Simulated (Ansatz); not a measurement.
# HF/3-21G run of C3H12GaN (SMILES C[Ga-](C)(C)[NH3+])

Aim: the electronic atomisation energy of C3H12GaN at HF/3-21G, from 5 runs. 

Program for the calculation: Ansatz 0.2.0.

39 further runs of the same task are left out: 2 that didn't finish, 37 set aside as unsound or not needed.

**1. The structure to begin with**

The species is C3H12GaN (17 atoms), meant as a singlet with charge 0. As SMILES, `C[Ga-](C)(C)[NH3+]`. The shape is that of a PBE0-D4/def2-TZVP optimisation.

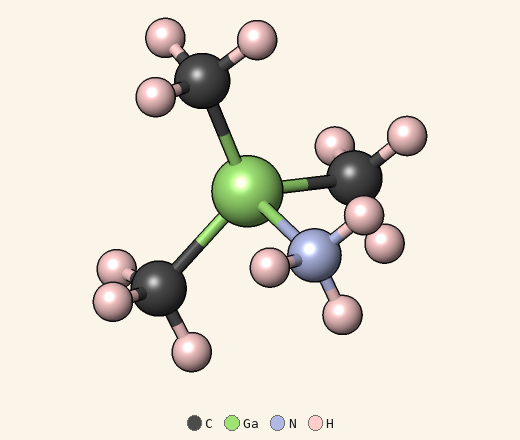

Viewed from a chosen angle; carbon dark grey, gallium green, nitrogen light blue, hydrogen pink.

**2. A single-point energy at HF/3-21G**

Contents of input.yaml:

```yaml
crystal:
  periodic: [false, false, false]
  atoms:
    - {symbol: C, position_ang: [-0.724690, 0.767350, -1.780960]}
    - {symbol: Ga, position_ang: [0.155500, -0.156590, -0.247090]}
    - {symbol: C, position_ang: [2.027140, 0.365110, 0.206730]}
    - {symbol: C, position_ang: [-0.422310, -2.018890, 0.176160]}
    - {symbol: N, position_ang: [-0.870130, 0.876400, 1.382070]}
    - {symbol: H, position_ang: [-0.337770, 0.382760, -2.729300]}
    - {symbol: H, position_ang: [-0.538820, 1.845740, -1.776900]}
    - {symbol: H, position_ang: [-1.807520, 0.609810, -1.793330]}
    - {symbol: H, position_ang: [2.328700, 0.007070, 1.195860]}
    - {symbol: H, position_ang: [2.727720, -0.067300, -0.513810]}
    - {symbol: H, position_ang: [2.173270, 1.449260, 0.179340]}
    - {symbol: H, position_ang: [-0.082930, -2.343380, 1.164610]}
    - {symbol: H, position_ang: [-0.002060, -2.721570, -0.549520]}
    - {symbol: H, position_ang: [-1.509750, -2.134500, 0.136040]}
    - {symbol: H, position_ang: [-0.554260, 0.531670, 2.281190]}
    - {symbol: H, position_ang: [-1.871800, 0.734050, 1.323650]}
    - {symbol: H, position_ang: [-0.690280, 1.873060, 1.345280]}
basis:
  gaussian:
    orbitals: 3-21G-spherical.json
hamiltonian:
  xc: hf
accuracy: high
output:
  orbitals: {seedname: orbitals}
```

The basis set 3-21G is read from a file made from the Basis Set Exchange's data (not shown).

On the command line:

```
ansatz run input.yaml --threads 1 --pin off --max-ram 3480MiB --events-out events.jsonl --progress --plain --runs-dir runs
```

Output:

```text
Warning: RAYON_NUM_THREADS=1 ignored (pool sized by the plan → 1); use --threads N
Functional definition: HF
  name "HF"
  exchange = exact_x
  correlation = 0
1930 factors; integrals over basis functions are off by at most 7.9e-9 eV
mean field evaluation 1: about -56813.0483 eV, gradient 3.8e1 eV
mean field evaluation 2: about -56813.3455 eV, gradient 3.8e1 eV
mean field evaluation 4: about -56816.8445 eV, gradient 2.4e0 eV
mean field evaluation 8: about -56816.8649 eV, gradient 1.3e-1 eV
mean field evaluation 16: about -56816.8649 eV, gradient 1.6e-8 eV
mean field -56816.86492995 eV, -2087.9812743213 hartree, gradient 1.6e-8 eV, S^2 0.000000; 0 other end points of the search recorded, 0 dependent functions left out
reference -56816.86492995 eV, -2087.9812743213 hartree; 34, 34 occupied and 48, 48 virtual orbitals, 1930 factors
Total energy: -56816.86492995 eV, -2087.9812743213 hartree
```

It took 2.9 s on 1 thread of Arm Neoverse V1, shared host; peak memory 0.26 GiB.

**3. The C atom at the same level**

Contents of input.yaml:

```yaml
crystal:
  periodic: [false, false, false]
  atoms:
    - symbol: C
      position_ang: [0.000000, 0.000000, 0.000000]
basis:
  gaussian:
    orbitals: 3-21G.json
accuracy: high
hamiltonian:
  xc: hf
magnetization:
  spin_polarized: true
  initial_magnetization: 2
```

The basis set 3-21G is read from a file made from the Basis Set Exchange's data (not shown).

Run the same way, it converges to -37.48107 Eh (log not shown).

**4. The Ga atom**

Contents of molecule.yaml:

```yaml
crystal:
  periodic: [false, false, false]
  atoms:
    - symbol: Ga
      position_ang: [0.000000, 0.000000, 0.000000]
basis:
  gaussian:
    orbitals: 3-21G-spherical.json
magnetization:
  spin_polarized: true
  initial_magnetization: 1
hamiltonian:
  xc: hf
accuracy: high
```

The basis set 3-21G is read from a file made from the Basis Set Exchange's data (not shown).

Run the same way, it converges to -1913.79018 Eh (log not shown).

**5. The H atom at the same level**

Contents of input.yaml:

```yaml
basis:
  gaussian:
    orbitals: 3-21G.json
crystal:
  periodic: [false, false, false]
  atoms:
    - {symbol: H, position_ang: [0.000000, 0.000000, 0.000000]}
magnetization:
  spin_polarized: true
  initial_magnetization: 1
hamiltonian:
  xc: hf
accuracy: high
```

The basis set 3-21G is read from a file made from the Basis Set Exchange's data (not shown).

Run the same way, it converges to -0.49620 Eh (log not shown).

**6. The N atom at the same level**

Contents of job.yaml:

```yaml
crystal:
  periodic: [false, false, false]
  atoms:
    - {symbol: N, position_ang: [0.000000, 0.000000, 0.000000]}
basis:
  gaussian: {orbitals: 3-21G.json}
magnetization: {spin_polarized: true, initial_magnetization: 3}
hamiltonian: {xc: hf}
accuracy: high
```

The basis set 3-21G is read from a file made from the Basis Set Exchange's data (not shown).

Run the same way, it converges to -54.10539 Eh (log not shown).

**7. What came out**

At HF/3-21G:

| quantity | value |
| --- | --- |
| molecule: total energy | -2087.98127 Eh |
| molecule: HOMO energy | -9.38 eV |
| molecule: LUMO energy | 4.61 eV |
| molecule: HOMO–LUMO gap | 13.99 eV |
| C atom: total energy | -37.48107 Eh |
| C atom: ⟨S²⟩ | 2.001 |
| Ga atom: total energy | -1913.79018 Eh |
| Ga atom: ⟨S²⟩ | 0.750 |
| H atom: total energy | -0.49620 Eh |
| H atom: ⟨S²⟩ | 0.750 |
| N atom: total energy | -54.10539 Eh |
| N atom: ⟨S²⟩ | 3.752 |
| electronic atomisation energy | 45.936 eV |

In words: Taking the molecule apart into free atoms costs 45.94 eV (4432 kJ/mol), before zero-point energy and without spin-orbit coupling. Hartree–Fock lacks the correlation of the bonding pairs, which as a rule makes this value much too low; in minimal bases other errors can mask that. The basis has no polarisation functions, which makes bonds too weak.
